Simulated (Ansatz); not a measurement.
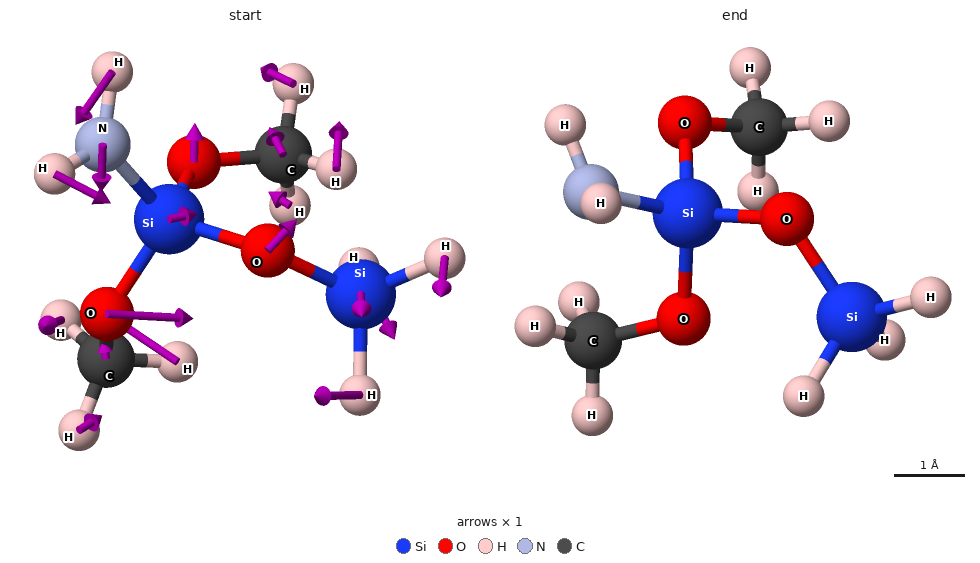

The structure of C2H11NO3Si2 before (left) and after (right) a relaxation, at one scale. The purple arrows give the displacements, at their true length.

The picture is a ball-and-stick view, seen at a tilt.

The run prepares the start of a later molecular dynamics calculation, from a guessed geometry.

All numbers below come from RKS B3LYP/STO-3G in Ansatz 0.2.0.

Input file:
```yaml
crystal:
  periodic: [false, false, false]
  atoms:
    - { symbol: Si, position_ang: [0.0, 0.0, 0.0] }
    - { symbol: O, position_ang: [0.0, 0.0, 1.68] }
    - { symbol: Si, position_ang: [-1.3147, -0.4067, 2.6436] }
    - { symbol: H, position_ang: [-2.239, -1.2403, 1.8804] }
    - { symbol: H, position_ang: [-0.8506, -1.1432, 3.8157] }
    - { symbol: H, position_ang: [-1.9987, 0.8095, 3.0733] }
    - { symbol: "N", position_ang: [1.7163, 0.0, -0.6061] }
    - { symbol: H, position_ang: [2.2145, -0.918, -0.7868] }
    - { symbol: H, position_ang: [2.2175, 0.918, -0.7783] }
    - { symbol: O, position_ang: [-0.7913, 1.3709, -0.5594] }
    - { symbol: C, position_ang: [-2.1512, 1.4177, -0.9653] }
    - { symbol: H, position_ang: [-2.7687, 0.8215, -0.2614] }
    - { symbol: H, position_ang: [-2.5023, 2.4707, -0.9639] }
    - { symbol: H, position_ang: [-2.2473, 0.9975, -1.9882] }
    - { symbol: O, position_ang: [-0.7913, -1.3709, -0.5594] }
    - { symbol: C, position_ang: [-1.5365, -2.2685, 0.2501] }
    - { symbol: H, position_ang: [-1.2251, -2.1576, 1.3097] }
    - { symbol: H, position_ang: [-2.6187, -2.04, 0.1571] }
    - { symbol: H, position_ang: [-1.349, -3.3106, -0.083] }
basis:
  gaussian: { orbitals: STO-3G }
hamiltonian:
  xc: b3lyp
relax:
  f_tol: 0.02
  max_steps: 40
```

Run as
```bash
ansatz run input.yaml --threads 1 --pin off --max-ram 2048MiB --backend cpu --events-out ev --progress --plain --runs-dir out
```

Describe what moved and what it gained.

After 36 accepted moves (38 points after the start) the energy has fallen by 46.6 kcal/mol. The largest force component goes from 2.5 to 0.017 eV/Å. The line search rejected the trial steps at points 21, 29 of the run. The largest move after the best rigid fit is that of H12, 1.62 Å. Largest moves by element: H 1.62 Å, O 1.42 Å, N 0.78 Å, Si 0.66 Å, C 0.57 Å. Near-neighbour distances that change, for instance: Si1–N7 1.820 → 1.746 Å, O10–C11 1.420 → 1.461 Å, Si1–O10 1.679 → 1.707 Å, O2–Si3 1.680 → 1.699 Å. Among the angles between lasting bonds that change: H8–N7–H9 120.0° → 106.6°, Si1–O15–C16 125.0° → 112.4°, Si1–O10–C11 125.0° → 113.5°. Groups turn about Si1–O10 by about 95°, Si1–O2 by about 80°, Si1–O15 by about 50°.

Limits of the set-up: STO-3G is a minimal basis, so the numbers are rough.
